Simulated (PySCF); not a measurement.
## Electronic structure of NaAl in real space

| atom | x (Å) | y (Å) | z (Å) |
| --- | --- | --- | --- |
| Na | 0.0000 | 0.0000 | -1.7024 |
| Al | 0.0000 | 0.0000 | 1.4506 |

These are results of PBE0/aug-cc-pVDZ(-PP), non-relativistic Hamiltonian with scalar-relativistic core potentials where named, at a bond length of 3.153 Å in PySCF 2.14.0, not measurements.

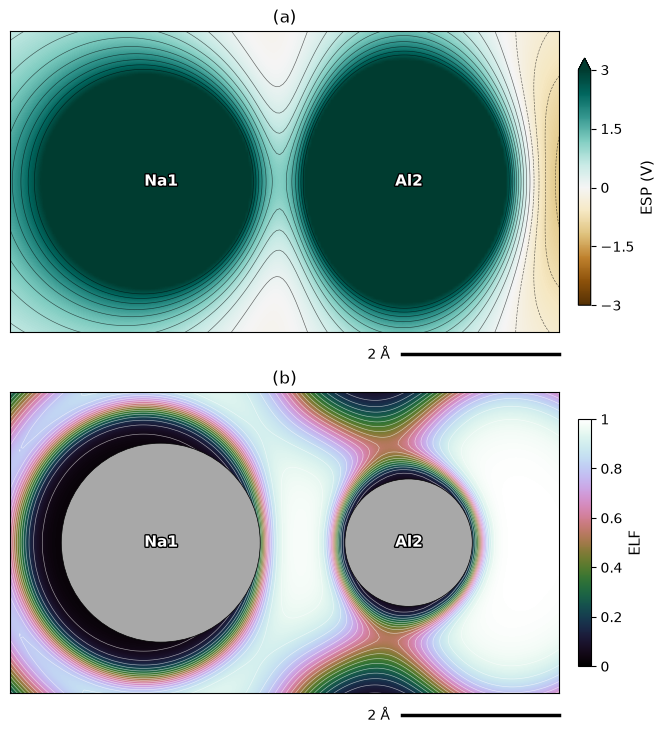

Figure 1. (a) molecular electrostatic potential; (b) electron localisation function on a plane that holds the molecular axis. Grey discs cover the atomic cores in the ELF map.

Read the bonding off the picture.

- Atoms in the plane: Na and Al.
- Na–Al (3.15 Å): the ELF peaks at about 1 in the valence shell of Al, 1.4 Å from its nucleus, and is about 0.95 at the midpoint.
- Outside the dense part of the molecule the potential is most negative (−1.1 V) near Na1.

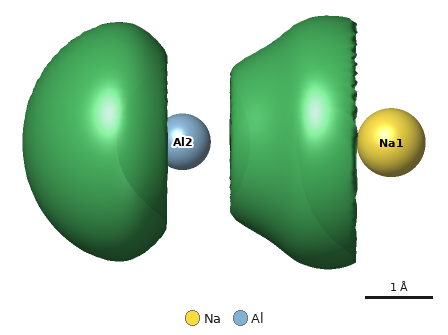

Figure 2. Isosurface of the electron localisation function at 0.75 (green), seen from one side. Core shells and regions of very low density are left out.

What do the ELF domains correspond to?

At this value the surface marks out one lobe of the valence shell of Na pointing towards Al (polar bonds) and one lobe on Al, pointing away from the bonds (lone pairs).

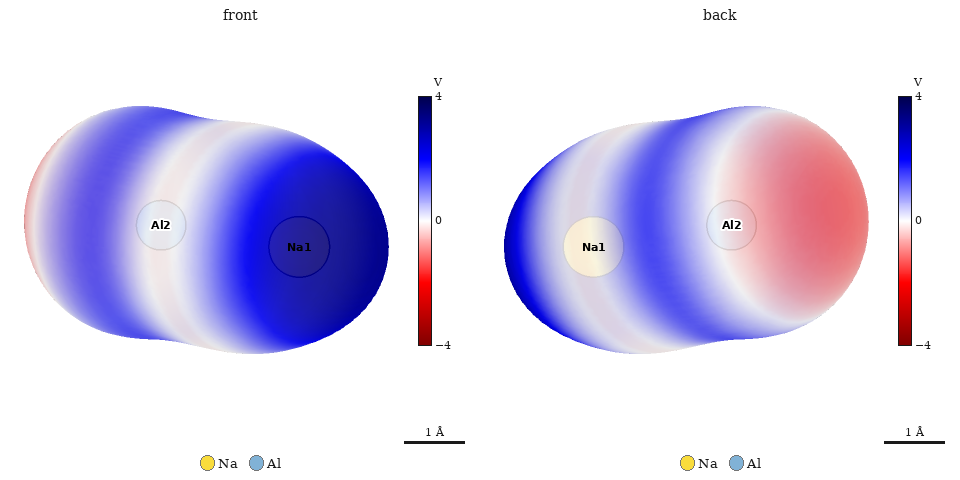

Figure 3. The molecular electrostatic potential painted on the density surface at 0.002 e/bohr³, seen from the front and from behind; red is negative and blue positive.

Which sites attract a positive test charge, and which a negative one?

A positive charge is drawn to the negative regions and a negative charge to the positive ones. The most negative region (about −1.2 V, or −28 kcal/mol for a unit charge) lies over Al2, the most positive (about +3.3 V, or +76 kcal/mol for a unit charge) over Na1.
